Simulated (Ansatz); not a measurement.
| atom | x (Å) | y (Å) | z (Å) |
| --- | --- | --- | --- |
| Ti | -1.5004 | -1.0252 | 0.3100 |
| C | 1.4972 | 0.9786 | -0.3405 |
| F | -0.2553 | -1.5397 | -0.8017 |
| F | -1.7206 | -2.1886 | 1.5870 |
| F | -2.9956 | -0.6993 | -0.5235 |
| H | 0.6416 | 1.0753 | 0.3293 |
| H | -1.0272 | 0.5720 | 1.1478 |
| H | 2.1732 | 1.8458 | -0.2142 |
| H | 1.1434 | 0.9357 | -1.3882 |
| H | 2.0436 | 0.0454 | -0.1062 |

Not at a stationary point (largest force 1.4 eV/Å).

Theory: RKS revPBE-D4/def2-SVP in Ansatz 0.2.0.

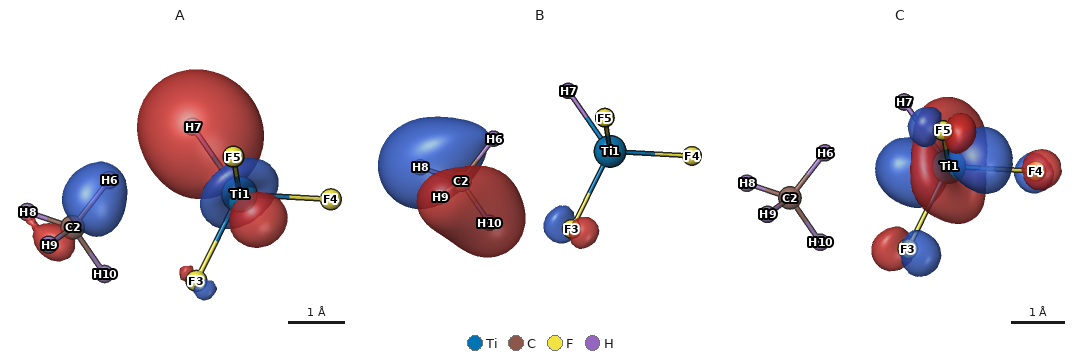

F3HTi···CH4. Three frontier orbitals at ±0.15 Å⁻³ᐟ² (red and blue are the two phases), in no order.

**Which picture is the HOMO−1, the HOMO and the LUMO?**

B is the HOMO−1 (−9.24 eV). It lies mainly on C2 (about 50 %), H8 (about 25 %), H10 (about 10 %) and H9 (about 10 %). A is the HOMO (−7.28 eV). Its weight (Hirshfeld) is mainly on H7 (about 45 %), Ti1 (about 40 %) and C2 (about 5 %). C is the LUMO (−4.03 eV). Its weight (Hirshfeld) is mainly on Ti1 (about 80 %) and F3 (about 5 %).

**What is the HOMO–LUMO gap?**

3.25 eV between the orbital energies.
